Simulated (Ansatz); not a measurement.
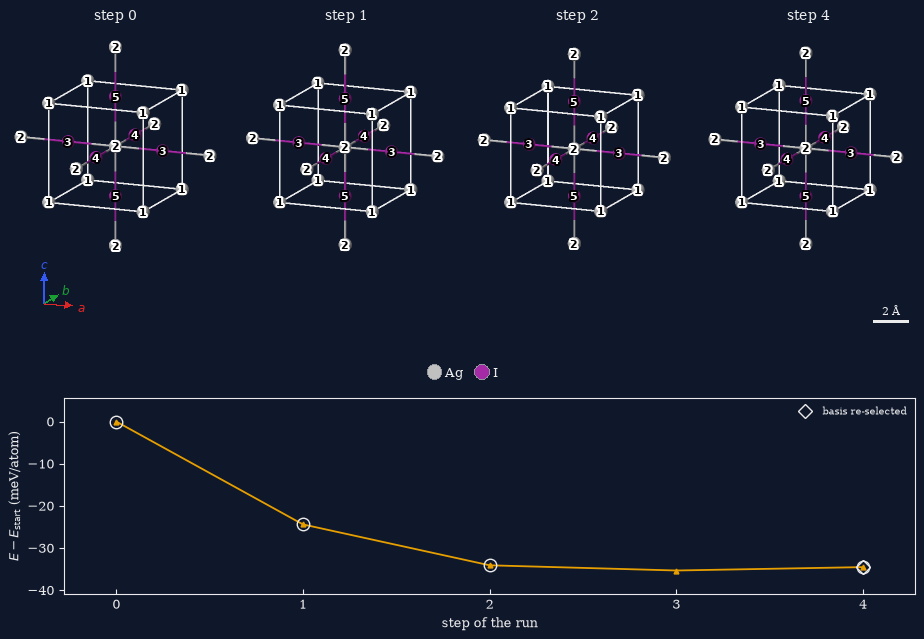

Frames of a relaxation of crystalline Ag2I3 (a generated structure, set up in Pm-3m) (coarse preliminary run), marked on the history of the run. The picture is a ball-and-stick view of the cell of the calculation, seen slightly off an axis.

All numbers below come from DFT PBE, scalar-relativistic, plane waves, PAW (Ansatz). Settings: plane-wave cutoff 420 eV; k-point mesh 4 × 4 × 4; occupations gaussian; smearing width 0.1 eV; no spin polarisation; cell and atoms relaxed; force threshold 0.04 eV/Å; at most 70 steps.

Question: What happens along the run?

Answer: No atom moves by more than 0.005 Å relative to the cell. The volume changes by −11.0 %, with a = b = c 5.959 → 5.732 Å (−3.8 %). Among the contacts that change: Ag2–I3 2.980 → 2.866 Å. The space group stays Pm-3m (No. 221). The energy falls by 34.5 meV per atom in 3 accepted moves (4 points after the start). All forces vanish by symmetry, so only the cell relaxes. The pressure goes from −2.04 to −0.08 GPa. The SCF was repeated once at an unchanged geometry on a basis and grid sized afresh for the cell, which shifted the energy by 0.8 meV per atom at most. Cost: 37 s on 1 thread of Arm Neoverse V2, with other jobs on the host, peak memory 0.46 GiB. From step 0 to 1: volume −5.4 %, energy −24.4 meV per atom. From step 1 to 2: volume −8.3 %, energy −9.7 meV per atom. From step 2 to 4: volume +2.6 %, energy −0.4 meV per atom.

Limits of the set-up: an odd number of electrons was run without spin polarisation, which fails if the electron would localise.
